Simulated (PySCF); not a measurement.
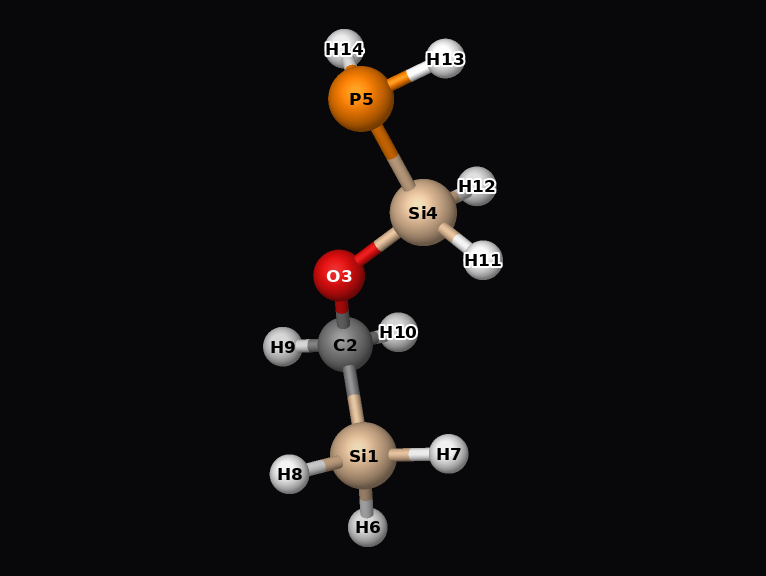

The computed structure is the end point of a PBE0-D3(BJ)/def2-SVP optimisation. No frequency run is at hand to confirm it as a minimum. Electric field gradients from the ground-state density, B3LYP/cc-pVTZ (PySCF 2.14.0), non-relativistic apart from any core potentials.

Give the largest field-gradient component, the quadrupole coupling constant and the asymmetry for 17O at O3 (Q = −25.6 mb), 2H at H6 (Q = 2.86 mb), 2H at H7 (Q = 2.86 mb).

```csv
atom,V_zz (a.u.),e²qQ/h (MHz),η
O3,1.680,−10.11,0.41
H6,0.132,0.089,0.01
H7,0.133,0.089,0.01
```
